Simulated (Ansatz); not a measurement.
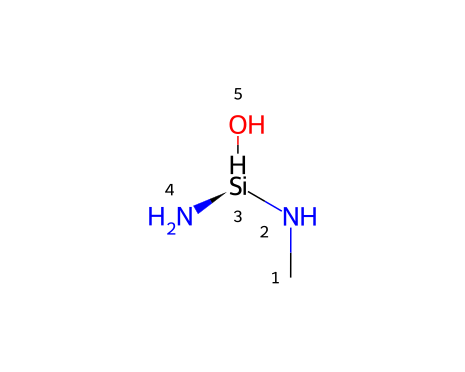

A structural formula, with wedges where it has stereocentres; small numbers name the atoms. The configuration is that of a computed structure (PBE0-D4/def2-TZVP).

What are the Cahn–Ingold–Prelog descriptors?

Si3: R.
